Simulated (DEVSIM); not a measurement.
Device: GaN p-n junction from an implanted or diffused profile, at 350 K.

```csv
layer (left to right),material,thickness (μm),Nd (cm⁻³),τn (s),τp (s)
1,GaN,12.0,1.9e16,7.9e-9,7.9e-9
```

Added acceptor profile: 1.6e18 cm⁻³ × exp(−(x − 0.059 μm)²/(2·(0.21 μm)²)). Left contact: ohmic. Right contact: ohmic. Voltage is applied to the left contact. Recombination: SRH at mid-gap, radiative, Auger. Mobility is μmin + (μ − μmin)/(1 + (N/Nref)^α).

The device is made up for the run: typed textbook-type constants, with dimensions and the other settings drawn at random. Values at 300 K; Nc and Nv go as T^1.5, mobilities as T to minus their exponent, the gap by Varshni's rule with the affinity fixed.

| parameter | GaN |
|---|---|
| gap (eV) | 3.43 |
| affinity (eV) | 4.1 |
| permittivity | 9.5 |
| Nc (cm⁻³) | 2.3e18 |
| Nv (cm⁻³) | 4.6e19 |
| μn (cm²/Vs) | 1200 |
| μp (cm²/Vs) | 100 |
| μn,min | 55 |
| μp,min | 3 |
| Nref,n | 2e17 |
| Nref,p | 3e17 |
| αn | 1 |
| αp | 2 |
| T exponent of μn | 1.5 |
| T exponent of μp | 2 |
| B (cm³/s) | 1e-11 |
| Cn (cm⁶/s) | 1e-30 |
| Cp (cm⁶/s) | 1e-30 |
| Varshni α (eV/K) | 0.00091 |
| Varshni β (K) | 830 |

DEVSIM, 1D drift-diffusion, Boltzmann statistics, complete ionisation; no tunnelling, impact ionisation, image-force lowering or self-heating.

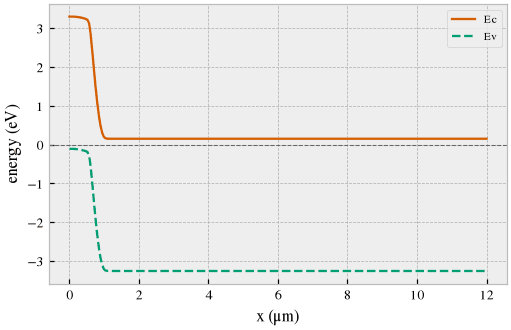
Band edges at zero bias

Energies count from the Fermi level of the right contact; mesh points crowd at the junctions.

```json
[
 {"x (μm)": "0.000", "Ec (eV)": "3.298", "Ev (eV)": "-0.110", "n (cm⁻³)": "< 1e2", "p (cm⁻³)": "1.5e18", "field (V/cm)": "390"},
 {"x (μm)": "0.02005", "Ec (eV)": "3.299", "Ev (eV)": "-0.109", "n (cm⁻³)": "< 1e2", "p (cm⁻³)": "1.6e18", "field (V/cm)": "270"},
 {"x (μm)": "0.04824", "Ec (eV)": "3.299", "Ev (eV)": "-0.109", "n (cm⁻³)": "< 1e2", "p (cm⁻³)": "1.6e18", "field (V/cm)": "74"},
 {"x (μm)": "0.08787", "Ec (eV)": "3.299", "Ev (eV)": "-0.109", "n (cm⁻³)": "< 1e2", "p (cm⁻³)": "1.6e18", "field (V/cm)": "-200"},
 {"x (μm)": "0.1683", "Ec (eV)": "3.295", "Ev (eV)": "-0.113", "n (cm⁻³)": "< 1e2", "p (cm⁻³)": "1.4e18", "field (V/cm)": "-760"},
 {"x (μm)": "0.2566", "Ec (eV)": "3.286", "Ev (eV)": "-0.122", "n (cm⁻³)": "< 1e2", "p (cm⁻³)": "1.0e18", "field (V/cm)": "-1400"},
 {"x (μm)": "0.3740", "Ec (eV)": "3.265", "Ev (eV)": "-0.143", "n (cm⁻³)": "< 1e2", "p (cm⁻³)": "5.0e17", "field (V/cm)": "-2200"},
 {"x (μm)": "0.5672", "Ec (eV)": "3.128", "Ev (eV)": "-0.280", "n (cm⁻³)": "< 1e2", "p (cm⁻³)": "5.3e15", "field (V/cm)": "-42000"},
 {"x (μm)": "0.7058", "Ec (eV)": "1.939", "Ev (eV)": "-1.469", "n (cm⁻³)": "< 1e2", "p (cm⁻³)": "< 1e2", "field (V/cm)": "-99000"},
 {"x (μm)": "0.8486", "Ec (eV)": "0.744", "Ev (eV)": "-2.664", "n (cm⁻³)": "5.6e7", "p (cm⁻³)": "< 1e2", "field (V/cm)": "-63000"},
 {"x (μm)": "0.9914", "Ec (eV)": "0.202", "Ev (eV)": "-3.207", "n (cm⁻³)": "3.6e15", "p (cm⁻³)": "< 1e2", "field (V/cm)": "-14000"},
 {"x (μm)": "1.300", "Ec (eV)": "0.152", "Ev (eV)": "-3.256", "n (cm⁻³)": "1.9e16", "p (cm⁻³)": "< 1e2", "field (V/cm)": "≈ 0"},
 {"x (μm)": "1.882", "Ec (eV)": "0.152", "Ev (eV)": "-3.256", "n (cm⁻³)": "1.9e16", "p (cm⁻³)": "< 1e2", "field (V/cm)": "≈ 0"},
 {"x (μm)": "3.189", "Ec (eV)": "0.152", "Ev (eV)": "-3.256", "n (cm⁻³)": "1.9e16", "p (cm⁻³)": "< 1e2", "field (V/cm)": "≈ 0"},
 {"x (μm)": "7.108", "Ec (eV)": "0.152", "Ev (eV)": "-3.256", "n (cm⁻³)": "1.9e16", "p (cm⁻³)": "< 1e2", "field (V/cm)": "≈ 0"},
 {"x (μm)": "9.561", "Ec (eV)": "0.152", "Ev (eV)": "-3.256", "n (cm⁻³)": "1.9e16", "p (cm⁻³)": "< 1e2", "field (V/cm)": "≈ 0"},
 {"x (μm)": "10.79", "Ec (eV)": "0.152", "Ev (eV)": "-3.256", "n (cm⁻³)": "1.9e16", "p (cm⁻³)": "< 1e2", "field (V/cm)": "≈ 0"},
 {"x (μm)": "11.41", "Ec (eV)": "0.152", "Ev (eV)": "-3.256", "n (cm⁻³)": "1.9e16", "p (cm⁻³)": "< 1e2", "field (V/cm)": "≈ 0"},
 {"x (μm)": "11.78", "Ec (eV)": "0.152", "Ev (eV)": "-3.256", "n (cm⁻³)": "1.9e16", "p (cm⁻³)": "< 1e2", "field (V/cm)": "≈ 0"},
 {"x (μm)": "11.90", "Ec (eV)": "0.152", "Ev (eV)": "-3.256", "n (cm⁻³)": "1.9e16", "p (cm⁻³)": "< 1e2", "field (V/cm)": "≈ 0"},
 {"x (μm)": "11.96", "Ec (eV)": "0.152", "Ev (eV)": "-3.256", "n (cm⁻³)": "1.9e16", "p (cm⁻³)": "< 1e2", "field (V/cm)": "≈ 0"},
 {"x (μm)": "12.00", "Ec (eV)": "0.152", "Ev (eV)": "-3.256", "n (cm⁻³)": "1.9e16", "p (cm⁻³)": "< 1e2", "field (V/cm)": "≈ 0"}
]
```
